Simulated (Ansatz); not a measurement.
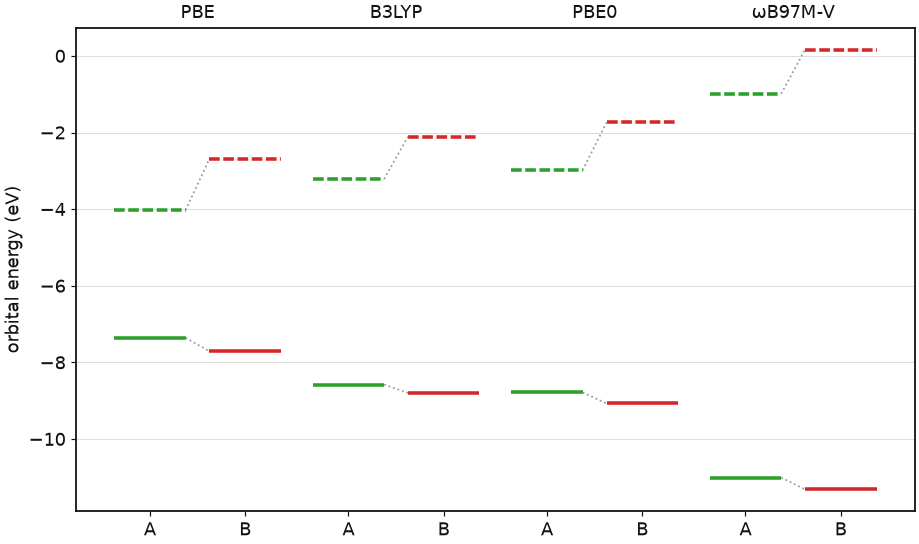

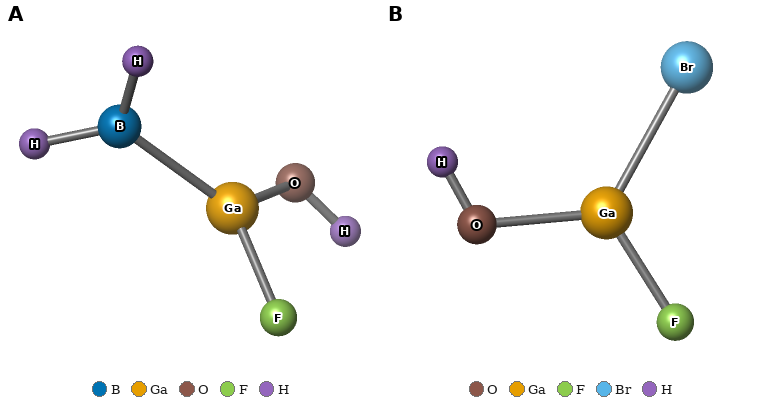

One change: A, GaBH₃OF (SMILES [BH2][Ga]([OH])[F]), becomes B, GaHOBrF (SMILES [OH][Ga]([F])[Br]). BH₂ on Ga is replaced by Br. HOMO (solid) and LUMO (dashed) computed in def2-TZVPP at PBE0-D4/def2-TZVP geometries, both minima by their frequencies, gas phase, the Ansatz code. Empty levels above zero depend strongly on the basis.

What does the change do to HOMO and LUMO?

Answer. PBE: the HOMO falls by 0.35 eV, the LUMO rises by 1.34 eV, and the separation goes from 3.33 to 5.02 eV. B3LYP: the HOMO falls by 0.22 eV, the LUMO rises by 1.11 eV, and the separation goes from 5.37 to 6.69 eV. PBE0: the HOMO falls by 0.29 eV, the LUMO rises by 1.25 eV, and the separation goes from 5.80 to 7.34 eV. ωB97M-V: the HOMO falls by 0.31 eV, the LUMO rises by 1.15 eV, and the separation goes from 10.02 to 11.48 eV.

Do the functionals agree on the effect?

Answer. They agree on the direction for both levels; the HOMO shift lies between −0.35 and −0.22 eV and the LUMO shift between 1.11 and 1.34 eV, while the separations themselves differ by up to 6.7 eV between functionals.
